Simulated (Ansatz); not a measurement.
```json
{"atom": "C", "x (Å)": "-0.6681", "y (Å)": "0.0064", "z (Å)": "-1.3131"}
{"atom": "O", "x (Å)": "0.2922", "y (Å)": "-0.7314", "z (Å)": "-0.5945"}
{"atom": "Sn", "x (Å)": "0.6689", "y (Å)": "-0.3009", "z (Å)": "1.2705"}
{"atom": "Br", "x (Å)": "1.3882", "y (Å)": "2.0722", "z (Å)": "1.3162"}
{"atom": "H", "x (Å)": "-0.3895", "y (Å)": "1.0629", "z (Å)": "-1.4095"}
{"atom": "H", "x (Å)": "-0.7368", "y (Å)": "-0.4198", "z (Å)": "-2.3173"}
{"atom": "H", "x (Å)": "-1.6653", "y (Å)": "-0.0460", "z (Å)": "-0.8550"}
{"atom": "H", "x (Å)": "1.9679", "y (Å)": "-1.2957", "z (Å)": "1.7075"}
{"atom": "H", "x (Å)": "-0.7691", "y (Å)": "-0.3943", "z (Å)": "2.1783"}
```

Geometry: PBE0-D4/def2-TZVP; core potentials replace the inner electrons of Sn.

All numbers below come from Ansatz, RKS PBE0-D4/def2-TZVPP.

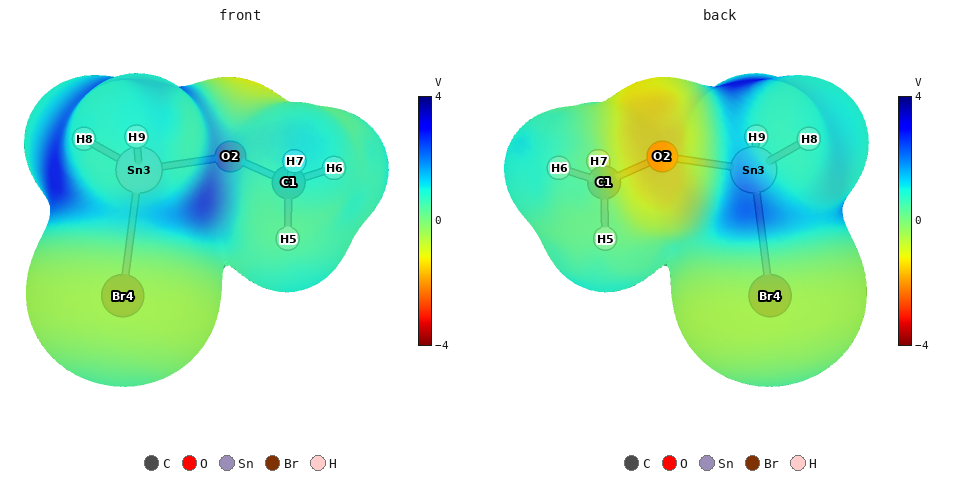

CH5BrOSn (SMILES C[O][SnH2][Br]). The molecular electrostatic potential painted on the density surface at 0.004 e/bohr³, seen from the front and from behind; red is negative and blue positive.

Where is the surface potential most negative and most positive?

Answer. The most negative region (about −1.5 V, or −35 kcal/mol for a unit charge) lies over O2, the most positive (about +3.1 V, or +71 kcal/mol for a unit charge) over Sn3. Br4 shows a σ-hole: about +0.4 V, or +9 kcal/mol for a unit charge at the tip opposite its bond, against about −0.4 V, or −9 kcal/mol for a unit charge on its flanks. O2 is the likeliest acceptor of a hydrogen bond.
